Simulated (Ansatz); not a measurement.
# GaAsH₄ (singlet): from Hartree-Fock to the top rungs, cc-pVTZ

How much of the correlation energy of GaAsH₄ (singlet) does each wave-function method recover here?

Method: cc-pVTZ, core rule «outside noble gas», up to 28 orbitals frozen; program: Ansatz 0.2.0, Gaussian basis.

To be run: UHF; CCSD(T) on RHF; BCCD(T) on RHF; CCSDT(Q) on RHF.

3 further runs of the same task are left out: 3 set aside as unsound or not needed. Runs told in other sessions of the task aren't counted.

## Step 1: The geometry

The geometry is a PBE0/def2-TZVP stationary point (not a proven minimum). No spin-orbit coupling is included. The filled d shell of Ga, As may be among the frozen orbitals whatever the setting's name suggests.

6 atoms, charge 0, spin multiplicity 1.

Atoms are counted from 1 here; the program's logs count them from 0.

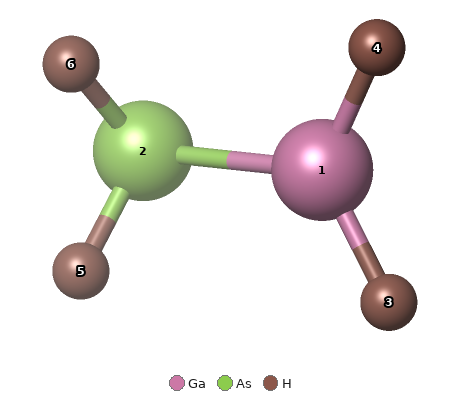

The structure; gallium pink, arsenic green, hydrogen brown; atoms are numbered from 1 in the order of the file.

In the tables R marks a restricted determinant and U an unrestricted one; energies count from the table's Hartree-Fock row.

## Step 2: UHF

in.yaml reads:

```yaml
crystal:
  periodic: [false, false, false]
  atoms:
    - {symbol: Ga, position_ang: [0.021451, 0.000000, 1.239730]}
    - {symbol: As, position_ang: [-0.046120, 0.000000, -1.173382]}
    - {symbol: H, position_ang: [-0.015430, 1.366773, 2.011769]}
    - {symbol: H, position_ang: [-0.015431, -1.366773, 2.011769]}
    - {symbol: H, position_ang: [0.987590, 1.109951, -1.280580]}
    - {symbol: H, position_ang: [0.987590, -1.109952, -1.280580]}
basis:
  gaussian: {orbitals: cc-pVTZ}
magnetization: {spin_polarized: true, initial_magnetization: 0}
hamiltonian: {xc: hf}
output: {orbitals: {seedname: orbitals}}
```

Launch:

```
$ ansatz run in.yaml --threads 1 --pin off --events-out ev --progress --plain --max-ram 4096MiB --backend cpu
```

The program printed:

```text
Functional definition: HF
  name "HF"
  cite "Fock, Z. Phys. 61, 126 (1930) doi:10.1007/BF01340294"
  parent pbe
  exchange = exact_x
  correlation = 0
1185 factors; their error is unknown
mean field evaluation 1: about -113191.9638 eV, gradient 8.5e0 eV
mean field evaluation 2: about -113192.6694 eV, gradient 3.3e0 eV
mean field evaluation 4: about -113192.7651 eV, gradient 2.3e-1 eV
mean field evaluation 8: about -113195.2973 eV, gradient 5.3e-1 eV
mean field evaluation 16: about -113194.4926 eV, gradient 8.6e0 eV
mean field -113195.29786191 eV, -4159.8504698967 hartree, gradient 1.8e-5 eV, S^2 0.000000; 0 other end points of the search recorded, 0 dependent functions left out
reference -113195.29786191 eV, -4159.8504698967 hartree; 34, 34 occupied and 108, 108 virtual orbitals, 1185 factors
Total energy: -113195.29786191 eV, -4159.8504698967 hartree
```

Run time: 3.5 s. Hardware: 1 thread of AMD EPYC 7R13, shared host; peak memory 0.4 GiB.

From the report: ⟨S²⟩ of the determinant 0.000 (pure singlet: 0.00).

The unrestricted search falls back on the restricted solution.

## Step 3: CCSD(T) on RHF

Edit in.yaml of step 2 so:

```diff
@@ -11,4 +11,3 @@
   gaussian: {orbitals: cc-pVTZ}
-magnetization: {spin_polarized: true, initial_magnetization: 0}
-hamiltonian: {xc: hf}
-output: {orbitals: {seedname: orbitals}}
+magnetization: {spin_polarized: false}
+correlation: {method: ccsd_t, electrons: outside_noble_gas}
```

Same command.

The program printed (excerpt; [...] marks lines left out):

```text
Functional definition: HF
  name "HF"
  cite "Fock, Z. Phys. 61, 126 (1930) doi:10.1007/BF01340294"
  parent pbe
[...]
868 factors; integrals over basis functions are off by at most 1.1e-3 eV
[...]
mean field -113195.29902674 eV, -4159.8505127034 hartree, gradient 2.4e-6 eV, S^2 0.000000; 0 other end points of the search recorded, 0 dependent functions left out
28 core orbitals not correlated: weight in the atoms' cores, before any rotation towards them, 0.998 or more for the frozen orbitals, at most 0.001 for the correlated occupied ones
reference -113195.29902674 eV, -4159.8505127034 hartree; 6, 6 occupied and 108, 108 virtual orbitals, 868 factors
second order -6.16515422 eV of doubles, -0.00000000 eV of singles
cycle   1  -6.89914991 eV  change   -7.3e-1 eV  update   7.0e-2
[...]
cycle  10  -7.19699573 eV  change   -2.7e-7 eV  update   6.8e-6
perturbative correction -0.24459887 eV, -0.0089888426 hartree
Total energy: -113202.74062134 eV, -4160.1239862609 hartree
```

Wall time 6.5 s (1 thread of AMD EPYC 7R13, shared host); peak memory 0.47 GiB.

From the report: correlation -7.4416 eV; T1 0.013; largest double amplitude 0.04.

## Step 4: BCCD(T) on RHF

Edit in.yaml of step 3 so:

```diff
@@ -12,2 +12,2 @@
 magnetization: {spin_polarized: false}
-correlation: {method: ccsd_t, electrons: outside_noble_gas}
+correlation: {method: bccd_t, electrons: outside_noble_gas}
```

Launch:

```
$ ansatz run in.yaml --threads 2 --pin off --events-out ev --progress --plain --max-ram 24576MiB --backend cuda --devices 0, --max-vram 18GiB
```

The program printed (excerpt; [...] marks lines left out):

```text
Functional definition: HF
  name "HF"
  cite "Fock, Z. Phys. 61, 126 (1930) doi:10.1007/BF01340294"
  parent pbe
[...]
868 factors; integrals over basis functions are off by at most 1.1e-3 eV
[...]
mean field -113195.29902674 eV, -4159.8505127034 hartree, gradient 2.4e-6 eV, S^2 0.000000; 0 other end points of the search recorded, 0 dependent functions left out
28 core orbitals not correlated: weight in the atoms' cores, before any rotation towards them, 0.998 or more for the frozen orbitals, at most 0.001 for the correlated occupied ones
reference -113195.29902674 eV, -4159.8505127034 hartree; 6, 6 occupied and 108, 108 virtual orbitals, 868 factors
second order -6.16515422 eV of doubles, -0.00000000 eV of singles
cycle   1  -6.90918356 eV  change   -7.4e-1 eV  update   7.0e-2
[...]
cycle  10  -7.19043980 eV  change   -6.6e-8 eV  update   6.9e-6
perturbative correction -0.25241749 eV, -0.0092761718 hartree
Total energy: -113202.74188404 eV, -4160.1240326640 hartree
```

Wall time 4.5 s (1 × H100 (card shared with other runs) with 2 threads of AMD EPYC 7R13, shared host); peak host memory 0.8 GiB.

From the report: correlation -7.4429 eV; largest double amplitude 0.04.

## Step 5: CCSDT(Q) on RHF

Edit in.yaml of step 4 so:

```diff
@@ -12,2 +12,2 @@
 magnetization: {spin_polarized: false}
-correlation: {method: bccd_t, electrons: outside_noble_gas}
+correlation: {method: ccsdt_q, electrons: outside_noble_gas}
```

Same command.

The program printed (excerpt; [...] marks lines left out):

```text
Functional definition: HF
  name "HF"
  cite "Fock, Z. Phys. 61, 126 (1930) doi:10.1007/BF01340294"
  parent pbe
[...]
1767 factors; integrals over basis functions are off by at most 1.5e-7 eV
[...]
mean field -113195.29907525 eV, -4159.8505144859 hartree, gradient 1.8e-6 eV, S^2 0.000000; 0 other end points of the search recorded, 0 dependent functions left out
28 core orbitals not correlated: weight in the atoms' cores, before any rotation towards them, 0.998 or more for the frozen orbitals, at most 0.001 for the correlated occupied ones
reference -113195.29907525 eV, -4159.8505144859 hartree; 6, 6 occupied and 108, 108 virtual orbitals, 1767 factors
second order -6.16520177 eV of doubles, -0.00000000 eV of singles
cycle   1  -6.89910764 eV  change   -7.3e-1 eV  update   8.3e-2
[...]
cycle  15  -7.47132287 eV  change   -9.3e-7 eV  update   3.3e-7
perturbative correction -0.01151573 eV, -0.0004231954 hartree
Total energy: -113202.78191385 eV, -4160.1255037324 hartree
```

It took 23 s on 1 × H100 (card shared with other runs) with 2 threads of AMD EPYC 7R13, shared host; peak host memory 0.84 GiB.

From the report: correlation -7.4828 eV; T1 0.013; largest double amplitude 0.04.

## Step 6: Misses and costs

The yardstick is RCCSDT(Q), where the cluster series has nearly closed. Rows without a time are mean-field rows or come out of runs for another level: lower rungs of the coupled-cluster runs, or the Hartree-Fock search.

```
   method  energy from the lowest RHF (meV)  from RCCSDT(Q) (meV)         time
      RHF                               0.0               +7482.9             
     RMP2                           -6165.2               +1317.7             
    RCCSD                           -7197.0                +285.9             
 RCCSD(T)                           -7441.6                 +41.3        6.5 s
  BCCD(T)                           -7442.9                 +40.0  4.5 s (GPU)
   RCCSDT                           -7471.4                 +11.5             
RCCSDT(Q)                           -7482.9                     0   23 s (GPU)
```

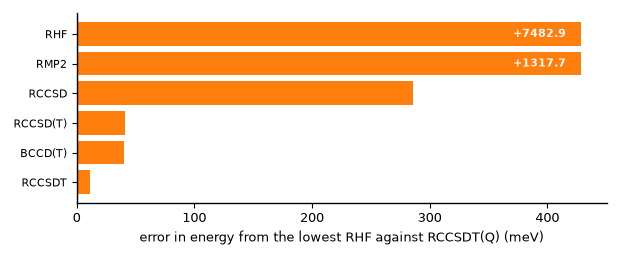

Error of each method against RCCSDT(Q). Bars with a number in them are cut short.

Some runs used a GPU and others CPU threads alone; cost is compared among the CPU runs only.

With the free atoms at the same levels and basis (separate runs), the atomisation energy is 13.341 eV at RCCSDT(Q), 13.326 eV at RCCSD(T), 9.585 eV at RHF.

## Step 7: Results

| quantity | value |
| --- | --- |
| RCCSDT(Q) from the RHF energy | -7.4829 eV |
| RMP2 from RCCSDT(Q) | +1317.7 meV |
| RCCSD from RCCSDT(Q) | +285.9 meV |
| RCCSD(T) from RCCSDT(Q) | +41.3 meV |
| levels within 1 kcal/mol (43 meV) | RCCSD(T), BCCD(T), RCCSDT |
| T1 diagnostic | 0.013 |

**Reading.** RCCSD(T) misses by +41.3 meV, 0.6 % of the correlation energy. These misses are within one basis, not against nature.
